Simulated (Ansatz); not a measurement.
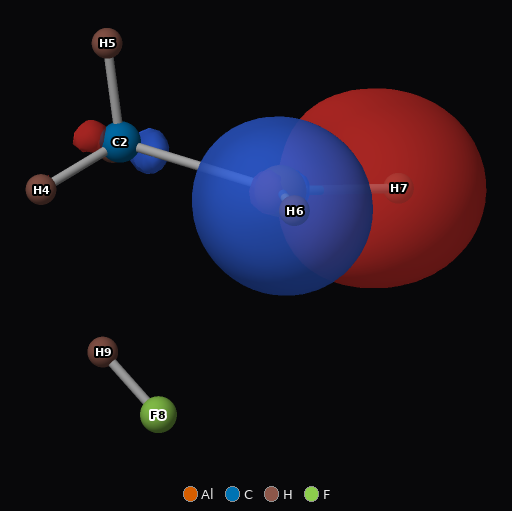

The picture shows: CH$_{5}$Al···HF. One frontier orbital at ±0.15 Å⁻³ᐟ² (blue and red are the two phases), seen at a tilt.

Not at a stationary point (largest force 0.6 eV/Å).

The calculation used RKS LDA/def2-SVP in Ansatz.

```yaml
atoms:
  - { symbol: Al, position_ang: [-0.0061, 0.1907, 0.1571] }
  - { symbol: C, position_ang: [-0.0315, 0.1376, 2.1232] }
  - { symbol: H, position_ang: [-1.0302, -0.0569, 2.5751] }
  - { symbol: H, position_ang: [0.7314, -0.5498, 2.5601] }
  - { symbol: H, position_ang: [0.2775, 1.1503, 2.4759] }
  - { symbol: H, position_ang: [1.4007, 0.1922, -0.6081] }
  - { symbol: H, position_ang: [-1.3725, 0.4807, -0.6274] }
  - { symbol: F, position_ang: [-0.2237, -2.5828, 0.8741] }
  - { symbol: H, position_ang: [-0.1761, -2.1218, 1.6852] }
```

Which orbital is it: HOMO or LUMO?

Answer. The HOMO, at −6.91 eV. By Hirshfeld shares it lies mainly on H7 (about 35 %), Al1 (about 35 %) and H6 (about 25 %).
